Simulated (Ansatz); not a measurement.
```xyz
4

C     0.0000    0.0000   -0.5638
B     0.0000    0.0000    0.8185
Si    0.0000    0.0000   -2.2674
H     0.0000    0.0000    2.0128
```

Geometry: PBE-D3(BJ)/def2-SVP.

These are results of isolated molecule in a Gaussian basis; Kohn-Sham density functional theory, functional PBE0 (Ansatz), not measurements.

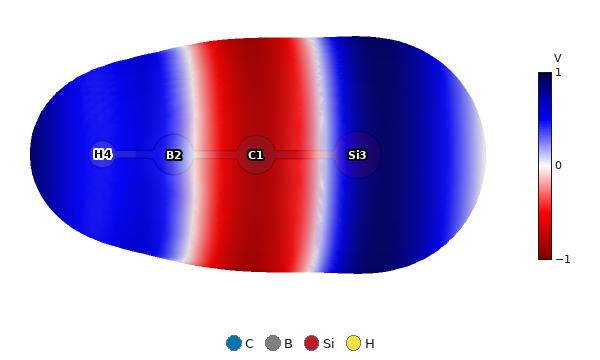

CHBSi (SMILES B=C=[Si]). The molecular electrostatic potential painted on the density surface at 0.002 e/bohr³, seen across its widest extent; red is negative and blue positive.

Describe the electrostatic potential map.

The most negative region (about −0.9 V, or −21 kcal/mol for a unit charge) lies over C1, the most positive (about +0.9 V, or +21 kcal/mol for a unit charge) over Si3.

What dipole moment does the calculation give?

Its dipole moment is 0.09 D.
